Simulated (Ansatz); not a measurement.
**C2H3F3S (methyl(trifluoromethyl) sulfide): HF/STO-3G**

What is the energy change on altering one bond length of C2H3F3S (methyl(trifluoromethyl) sulfide) at HF/STO-3G? 

Program for the calculation: Ansatz 0.2.0.

54 further runs of the same task are left out: 54 set aside as unsound or not needed. Runs told in other sessions of the task aren't counted.

## 1. The system as given

The species is C2H3F3S (9 atoms), meant as a singlet with charge 0. As SMILES, `CSC(F)(F)F`. The shape is that of a PBE0-D4/def2-TZVP optimisation.

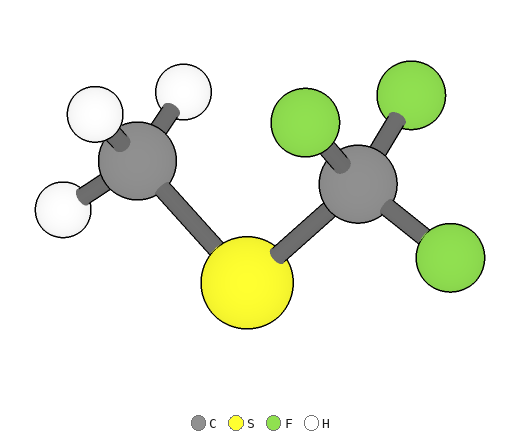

The structure, seen from a chosen angle (carbon grey, sulfur yellow, fluorine green, hydrogen white).

## 2. A single-point energy at HF/STO-3G

File molecule.yaml:

```yaml
basis:
  gaussian: {orbitals: STO-3G}
crystal:
  periodic: [false, false, false]
  atoms:
    - {symbol: C, position_ang: [-0.264600, -1.100100, 0.810100]}
    - {symbol: S, position_ang: [1.180700, -0.334500, 0.060100]}
    - {symbol: C, position_ang: [0.352400, 1.022800, -0.776800]}
    - {symbol: F, position_ang: [-0.550100, 0.609400, -1.673600]}
    - {symbol: F, position_ang: [1.270600, 1.742000, -1.418200]}
    - {symbol: F, position_ang: [-0.296500, 1.835600, 0.064500]}
    - {symbol: H, position_ang: [0.112500, -1.958300, 1.366300]}
    - {symbol: H, position_ang: [-0.961900, -1.447400, 0.049200]}
    - {symbol: H, position_ang: [-0.754400, -0.415800, 1.501300]}
magnetization: {spin_polarized: false, initial_magnetization: 0}
hamiltonian: {xc: hf}
accuracy: high
output: {orbitals: {seedname: orbitals}}
```

Command:

```sh
$ ansatz run molecule.yaml --threads 1 --pin off --max-ram 2610MiB --events-out events.jsonl --progress --plain --runs-dir runs
```

Output:

```text
Warning: RAYON_NUM_THREADS=1 ignored (pool sized by the plan → 1); use --threads N
Functional definition: HF
  name "HF"
  exchange = exact_x
  correlation = 0
793 factors; integrals over basis functions are off by at most 4.5e-8 eV
mean field evaluation 1: about -20779.3113 eV, gradient 4.3e1 eV
mean field evaluation 2: about -20779.5811 eV, gradient 4.3e1 eV
mean field evaluation 4: about -20785.7264 eV, gradient 2.1e0 eV
mean field evaluation 8: about -20785.7467 eV, gradient 3.8e-4 eV
mean field -20785.74673296 eV, -763.8621033511 hartree, gradient 2.1e-8 eV, S^2 0.000000; 0 other end points of the search recorded, 0 dependent functions left out
reference -20785.74673296 eV, -763.8621033511 hartree; 29, 29 occupied and 8, 8 virtual orbitals, 793 factors
Total energy: -20785.74673296 eV, -763.8621033511 hartree
```

Run time: 0.44 s. Hardware: 1 thread of Arm Neoverse V2, shared host.

## 3. The distorted shape

File input.yaml:

```yaml
crystal:
  periodic: [false, false, false]
  atoms:
    - {symbol: C, position_ang: [0.059858, -1.506510, 0.389440]}
    - {symbol: S, position_ang: [1.505158, -0.740910, -0.360560]}
    - {symbol: C, position_ang: [0.676858, 0.616390, -1.197460]}
    - {symbol: F, position_ang: [-0.225642, 0.202990, -2.094260]}
    - {symbol: F, position_ang: [1.595058, 1.335590, -1.838860]}
    - {symbol: F, position_ang: [-0.296500, 1.835600, 0.064500]}
    - {symbol: H, position_ang: [0.436958, -2.364710, 0.945640]}
    - {symbol: H, position_ang: [-0.637442, -1.853810, -0.371460]}
    - {symbol: H, position_ang: [-0.429942, -0.822210, 1.080640]}
basis:
  gaussian: {orbitals: STO-3G}
hamiltonian: {xc: hf}
accuracy: high
output: {orbitals: {seedname: orbitals}}
```

Command:

```sh
$ ansatz run input.yaml --threads 1 --pin off --max-ram 2610MiB --events-out events.jsonl --progress --plain --runs-dir runs
```

Output:

```text
Warning: RAYON_NUM_THREADS=1 ignored (pool sized by the plan → 1); use --threads N
[... 4 set-up lines as earlier in the session ...]
773 factors; integrals over basis functions are off by at most 4.5e-8 eV
mean field evaluation 1: about -20771.1829 eV, gradient 4.3e1 eV
mean field evaluation 2: about -20771.4001 eV, gradient 4.3e1 eV
mean field evaluation 4: about -20781.3266 eV, gradient 3.1e0 eV
mean field evaluation 8: about -20781.3737 eV, gradient 6.2e-4 eV
mean field -20781.37374303 eV, -763.7013989354 hartree, gradient 1.7e-8 eV, S^2 0.000000; 0 other end points of the search recorded, 0 dependent functions left out
reference -20781.37374303 eV, -763.7013989354 hartree; 29, 29 occupied and 8, 8 virtual orbitals, 773 factors
Total energy: -20781.37374303 eV, -763.7013989354 hartree
```

Run time: 0.47 s. Hardware: 1 thread of Arm Neoverse V2, shared host.

## 4. What came out

Level: HF/STO-3G.

| quantity | value |
| --- | --- |
| first shape: total energy | -763.86210 Eh |
| first shape: HOMO energy | -7.83 eV |
| first shape: LUMO energy | 11.21 eV |
| first shape: HOMO–LUMO gap | 19.05 eV |
| distorted shape: total energy | -763.70140 Eh |
| distorted shape: HOMO energy | -7.43 eV |
| distorted shape: LUMO energy | 5.56 eV |
| distorted shape: HOMO–LUMO gap | 12.99 eV |
| energy change with the C3–F6 bond stretched from 1.338 to 2.007 Å | 4.373 eV |

In words: With the C3–F6 bond stretched from 1.338 to 2.007 Å the energy rises by 4.37 eV (422 kJ/mol). The first shape isn't relaxed at this level, so the change isn't measured from a minimum. The minimal basis adds a large error of its own.
